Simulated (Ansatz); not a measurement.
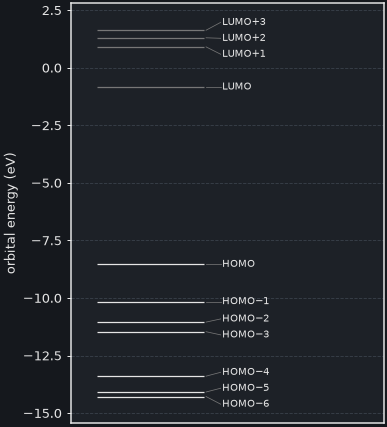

Kohn-Sham orbital energies near the frontier, ωB97X-V/def2-TZVPP with the Ansatz code, at a PBE0-D4/def2-TZVP geometry (a minimum by its frequencies), isolated molecule; empty levels in grey, levels within 0.03 eV side by side.

Which molecule has this level scheme?
A. C₂H₄FGeN, SMILES N#C[CH2][GeH2][F], singlet
B. CH₂AlFOSeSi, SMILES O=[C]1[AlH][Se][Si@@H]1F, singlet
C. C₂H₅BCl₂, SMILES BC(C)(Cl)Cl

Answer. Option B. HOMO −8.53 eV, LUMO −0.83 eV, separation 7.70 eV.

Note: no scalar relativity up to krypton; spin-orbit coupling is left out, and with Se it can shift these levels and split any degenerate set; empty levels above zero depend strongly on the basis.
